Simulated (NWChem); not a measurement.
# TiNH2Cl3 (SMILES [NH2][Ti]([Cl])([Cl])[Cl]) at 6 levels

Aim: a comparison of 6 runs (HF/STO-3G, HF/3-21G, B3LYP/6-31G*, B3LYP/def2-SVP, M06-2X/def2-SVP) of TiNH2Cl3. 

The calculation is run with NWChem 7.3.0.

2 further runs of the same task are left out: 2 set aside as unsound or not needed. Runs told in other sessions of the task aren't counted.

## 1. The system as given

TiNH2Cl3 has 7 atoms, charge 0, and is taken as a singlet. As SMILES, `[NH2][Ti]([Cl])([Cl])[Cl]`. Geometry: relaxed at PBE0-D4/def2-TZVP.

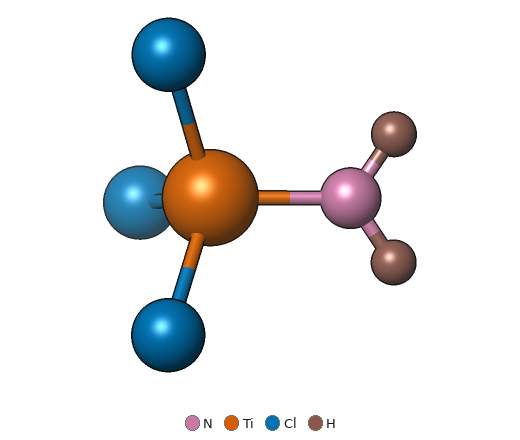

Viewed from a chosen angle; nitrogen pink, titanium orange, chlorine blue, hydrogen brown.

## 2. Energy and forces at HF/STO-3G (run 1)

Contents of nw.xyz:

```xyz
7
Cl3H2NTi
N     -0.676400     0.479600     0.813100
Ti     0.416000    -0.273300    -0.459100
Cl     1.922500    -1.442100     0.599700
Cl    -0.771400    -1.594700    -1.742800
Cl     1.232300     1.358700    -1.654500
H     -1.200200     1.334700     0.679200
H     -0.861700     0.068900     1.718900
```

Contents of nw.nw:

```
start nw
title "Cl3H2NTi"
memory stack 880 mb heap 220 mb global 1100 mb

geometry noautosym nocenter noautoz
 load nw.xyz
end

basis spherical bse
 * library STO-3G
end

scf
 thresh 1e-08
 maxiter 80
end

task scf gradient
```

Started as:

```
$ nwchem nw.nw > nw.out
```

Log:

```text
[...]
  functions       =    52
[...]
  wavefunction    = RHF
[...]
         Total SCF energy =  -2258.835469936076
      One-electron energy =  -4173.095348815591
      Two-electron energy =   1381.630451220803
 Nuclear repulsion energy =    532.629427658712
        Time for solution =      4.6s
[...]
                         RHF ENERGY GRADIENTS
    atom               coordinates                        gradient
                 x          y          z           x          y          z
   1 N      -1.278211   0.906313   1.536536   -0.017370   0.010658   0.018468
   2 Ti      0.786126  -0.516462  -0.867573    0.008981  -0.001203  -0.003908
   3 Cl      3.632998  -2.725174   1.133269   -0.001815   0.000614   0.000537
   4 Cl     -1.457735  -3.013546  -3.293414   -0.002514  -0.000515   0.000087
   5 Cl      2.328709   2.567571  -3.126552   -0.001614  -0.000007   0.001061
   6 H      -2.268049   2.522217   1.283502    0.008667  -0.010396  -0.003507
   7 H      -1.628377   0.130202   3.248250    0.005665   0.000849  -0.012738
[...]
```

Run time: 6.6 s. Hardware: 1 thread of AMD EPYC 9R45 (Zen 5), shared host; peak memory 0.1 GiB.

## 3. Energy and forces at HF/3-21G (run 2)

Contents of cl3h2nti.nw:

```
start cl3h2nti
title "Cl3H2NTi"
memory 2200 mb
charge 0

geometry units au noautosym nocenter noautoz
  N     -1.27821075     0.90631265     1.53653631
  Ti     0.78612607    -0.51646215    -0.86757326
  Cl     3.63299847    -2.72517404     1.13326876
  Cl    -1.45773473    -3.01354625    -3.29341469
  Cl     2.32870950     2.56757089    -3.12655187
  H     -2.26804929     2.52221746     1.28350198
  H     -1.62837700     0.13020213     3.24825024
end

basis spherical bse
  * library 3-21G
end

scf
  singlet
  rhf
  thresh 1e-08
  maxiter 80
end

task scf gradient
```

Started as:

```
$ nwchem cl3h2nti.nw > cl3h2nti.out
```

Log:

```text
[...]
  functions       =    79
[...]
  wavefunction    = RHF
[...]
         Total SCF energy =  -2271.686683125152
      One-electron energy =  -4188.872475539184
      Two-electron energy =   1384.556402899076
 Nuclear repulsion energy =    532.629389514957
        Time for solution =      8.6s
[...]
                         RHF ENERGY GRADIENTS
    atom               coordinates                        gradient
                 x          y          z           x          y          z
   1 N      -1.278211   0.906313   1.536536   -0.012507   0.009549   0.015591
   2 Ti      0.786126  -0.516462  -0.867573    0.024348  -0.016026  -0.027276
   3 Cl      3.632998  -2.725174   1.133269   -0.010794   0.007153  -0.007081
   4 Cl     -1.457735  -3.013546  -3.293415    0.008366   0.009270   0.008915
   5 Cl      2.328710   2.567571  -3.126552   -0.006358  -0.011020   0.007512
   6 H      -2.268049   2.522217   1.283502   -0.001628   0.000904   0.000868
   7 H      -1.628377   0.130202   3.248250   -0.001426   0.000170   0.001472
[...]
```

Run time: 11 s. Hardware: 1 thread of AMD EPYC 9R45 (Zen 5), shared host; peak memory 0.1 GiB.

Runs 3 to 5 aren't shown in full; the table further down has their settings and results.

## 4. Energy and forces at B3LYP/6-31G(d) (Cartesian functions) (run 6)

Contents of run.py:

```python
from ase import Atoms
from ase.calculators.nwchem import NWChem

system = Atoms('NTiClClClHH', positions=[
    [-0.676400, 0.479600, 0.813100],
    [0.416000, -0.273300, -0.459100],
    [1.922500, -1.442100, 0.599700],
    [-0.771400, -1.594700, -1.742800],
    [1.232300, 1.358700, -1.654500],
    [-1.200200, 1.334700, 0.679200],
    [-0.861700, 0.068900, 1.718900],
])

calc = NWChem(
    label='mol',
    theory='dft',
    memory='2200 mb',
    basis='6-31G*',
    dft={'xc': 'b3lyp', 'mult': '1', 'grid': 'fine', 'convergence': 'energy 1e-08', 'iterations': '100', 'mulliken': None},
)
system.calc = calc

forces = system.get_forces()
print("Total energy (eV):", round(system.get_potential_energy(), 6))
print("forces (eV/A):")
for s, f in zip(system.symbols, forces):
    print(f"{s:2s} {f[0]:10.5f} {f[1]:10.5f} {f[2]:10.5f}")
print("dipole (e A):", system.get_dipole_moment().round(4))
```

Started as:

```
$ export ASE_NWCHEM_COMMAND="nwchem PREFIX.nwi > PREFIX.nwo"
$ python run.py
```

Log:

```text
Total energy (eV): -62211.05031
forces (eV/A):
N     0.09328   -0.04407   -0.08156
Ti   -0.03579    0.05291    0.07739
Cl    0.22981   -0.16758    0.15355
Cl   -0.19417   -0.21926   -0.21314
Cl    0.12989    0.24040   -0.17442
H    -0.15756    0.24138   -0.02216
H    -0.06546   -0.10372    0.26035
dipole (e A): [-0.387   0.3135  0.5126]
```

The calculator wrote mol.nwi:

```
title "mol"

permanent_dir mol

scratch_dir mol

start mol

geometry units angstrom nocenter noautosym noautoz
  N  -6.7640000000000000e-01 4.7960000000000003e-01 8.1310000000000004e-01
  Ti 4.1599999999999998e-01 -2.7329999999999999e-01 -4.5910000000000001e-01
  Cl 1.9225000000000001e+00 -1.4420999999999999e+00 5.9970000000000001e-01
  Cl -7.7139999999999997e-01 -1.5947000000000000e+00 -1.7427999999999999e+00
  Cl 1.2323000000000000e+00 1.3587000000000000e+00 -1.6545000000000001e+00
  H  -1.2001999999999999e+00 1.3347000000000000e+00 6.7920000000000003e-01
  H  -8.6170000000000002e-01 6.8900000000000003e-02 1.7189000000000001e+00
end

memory 2200 mb

basis noprint
   * library 6-31G*
end

dft
  xc b3lyp
  mult 1
  grid fine
  convergence energy 1e-08
  iterations 100
  mulliken
end

task dft gradient
```

mol.nwo:

```text
Northwest Computational Chemistry Package (NWChem) 7.3.0
             --------------------------------------------------------

           Job information
           ---------------

    nwchem branch   = 7.3.0
    use scalapack   = T
    input           = mol.nwi
    prefix          = mol.
    data base       = mol/mol.db
    status          = startup
    nproc           =        1

           Memory information
           ------------------

    heap     =     72089594 doubles =      550.0 Mbytes
    stack    =     72089599 doubles =      550.0 Mbytes
    global   =    144179200 doubles =     1100.0 Mbytes (distinct from heap & stack)
    total    =    288358393 doubles =     2200.0 Mbytes
    verify   = yes
    hardfail = no

[... 109 lines left out ...]
  convergence criterion.
[... 41 lines left out ...]
          Spatial weights used:  Erf1
[... 76 lines left out ...]
         Total DFT energy =    -2286.213949345680
[... 3 lines left out ...]
 Nuclear repulsion energy =      532.629427658711
[... 919 lines left out ...]
          Convergence on gradient requested:  5.00D-04
[... 28 lines left out ...]
          total energy or number of iterations.
[... 38 lines left out ...]
                 ----------------------------------------
                 |  Time  |  1-e(secs)   |  2-e(secs)   |
                 ----------------------------------------
                 |  CPU   |       0.01   |       9.34   |
                 ----------------------------------------
                 |  WALL  |       0.01   |       9.34   |
                 ----------------------------------------

 Task  times  cpu:      115.3s     wall:      115.3s
 Total times  cpu:      115.3s     wall:      115.3s
```

Run time: 1.9 min. Hardware: 1 thread of AMD EPYC 9R45 (Zen 5), shared host; peak memory 0.14 GiB.

## 5. All runs side by side

| run | level | iteration cap | module | energy (Eh) | dipole moment (D) | HOMO energy (eV) | LUMO energy (eV) | wall time |
| --- | --- | --- | --- | --- | --- | --- | --- | --- |
| 1 | HF/STO-3G | 80 | scf | -2258.835470 | 3.29 | -10.08 | 5.33 | 6.6 s |
| 2 | HF/3-21G | 80 | scf | -2271.686683 | 4.62 | -12.25 | 0.05 | 11 s |
| 3 | B3LYP/6-31G* (spherical functions) | 100 | dft | -2286.190357 | – | – | – | 1.8 min |
| 4 | B3LYP/def2-SVP | 100 | dft | -2285.736840 | 3.10 | -7.99 | -3.25 | 66 s |
| 5 | M06-2X/def2-SVP | 100 | dft | -2285.563434 | 3.27 | -9.71 | -1.98 | 51 s |
| 6 | B3LYP/6-31G* (Cartesian functions) | 100 | dft | -2286.213949 | 3.43 | -8.17 | -3.35 | 1.9 min |

## 6. What came out

```
                       quantity           value
            run 6: total energy  -2286.21395 Eh
           run 6: dipole moment          3.43 D
             run 6: HOMO energy        -8.17 eV
             run 6: LUMO energy        -3.35 eV
           run 6: HOMO–LUMO gap         4.82 eV
run 6: largest force on an atom      0.362 eV/Å
```

Over runs 1, 2, 4, 5, 6 the dipole moment (its size) runs from 3.10 D (B3LYP/def2-SVP) to 4.62 D (HF/3-21G). The two ends differ in method and basis. Over runs 1, 2, 4, 5, 6 the HOMO–LUMO gap runs from 4.73 eV (B3LYP/def2-SVP) to 15.41 eV (HF/STO-3G). Totals of different functionals can't be ranked against each other. In run 1 the basis is minimal, so the values are rough. All runs together took 6 min, the longest 1.9 min.
